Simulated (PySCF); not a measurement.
## Electronic structure of C4H6ClFOSi (SMILES C/C([SiH3])=C(\Cl)C(=O)F) in real space

```xyz
14

C    -1.7706    0.6039   -0.0676
C    -0.3529    0.1763   -0.0175
Si    0.0321   -1.6937    0.0550
C     0.6651    1.0511   -0.0210
Cl    0.4840    2.7848   -0.0825
C     2.0167    0.5480    0.0292
O     2.3364   -0.6045    0.0744
F     2.9785    1.4915    0.0227
H    -1.8735    1.6856   -0.1069
H    -2.2499    0.1619   -0.9403
H    -2.2938    0.2212    0.8078
H    -1.3210   -2.2792    0.0428
H     0.7040   -2.1160   -1.1651
H     0.6440   -2.0312    1.3318
```

Geometry: GFN2-xTB.

The calculation used PBE0/pcSseg-1, SCF density, gas phase, non-relativistic in PySCF 2.14.0.

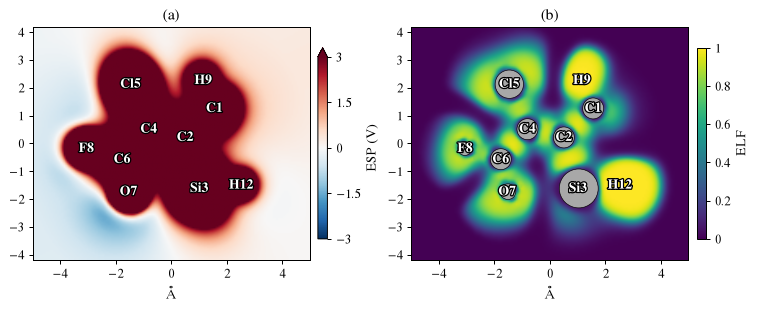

Figure 1. (a) electrostatic potential; (b) electron localisation function on the plane of atoms C1, C2 and C4. Grey discs cover the atomic cores in the ELF map.

What do the fields say about this system?

- Atoms in the plane: C, Si, Cl, O, F and H.
- C–O (1.20 Å): the ELF peaks at about 0.85 between the atoms: a multiple bond.
- C–C (1.34 Å): the ELF peaks at about 0.90 between the atoms; a short, multiple covalent bond.
- C–F (1.35 Å): the ELF peaks at about 0.85 between the atoms; a polar covalent bond.
- C–Cl (1.74 Å): the ELF peaks at about 0.90 between the atoms; a shared electron pair.
- C–Si (1.91 Å): the ELF peaks at about 0.95 between the atoms: a covalent bond.
- The ELF also peaks beside O7, F8 and Cl5, away from the bonds: lone-pair regions.
- Outside the dense part of the molecule the potential is most negative (−1.5 V) near O7.

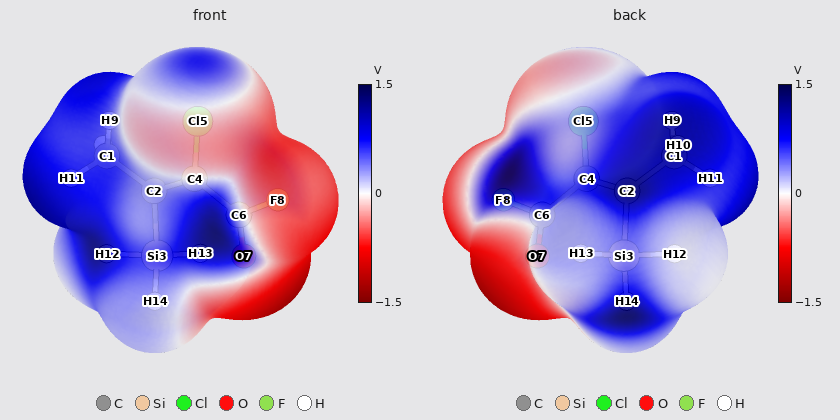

Figure 2. The electrostatic potential painted on the density surface at 0.002 e/bohr³, seen from the front and from behind; red is negative and blue positive.

Describe the electrostatic potential map.

The most negative region (about −1.2 V) lies over O7, the most positive (about +1.4 V) over Si3 and C6. Cl5 shows a σ-hole: about +0.7 V at the tip opposite its bond, against about −0.2 V on its flanks. O7 is the likeliest acceptor of a hydrogen bond.
